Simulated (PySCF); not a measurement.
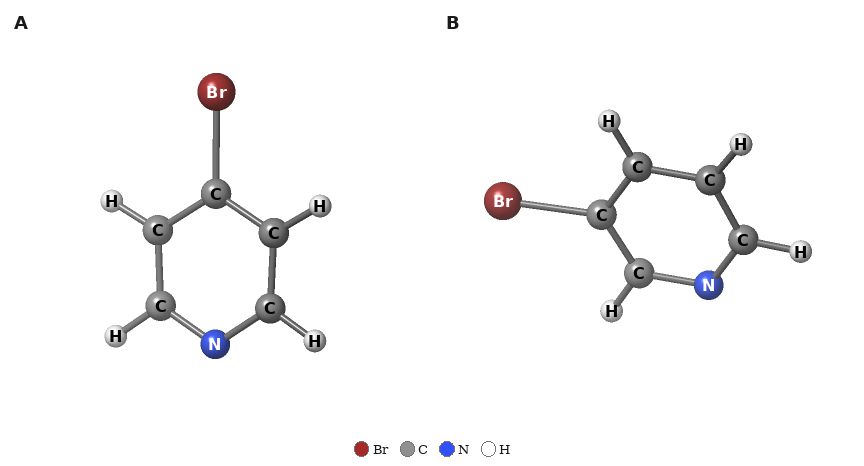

2 stationary structures of one formula. Geometries: PBE0-D3(BJ)/def2-SVP. Electronic energies: PBE0-D3(BJ)/def2-SVP (PySCF 2.14.0), without zero-point energy. No frequency run is at hand to confirm each as a minimum.

Question: How are they related?

Answer: They are constitutional isomers of C5H4BrN: A `Brc1ccncc1`, B `Brc1cccnc1`.

Question: Rank them by energy, lowest first.

Answer: A is lowest; B lies 0.4 kcal/mol above it.
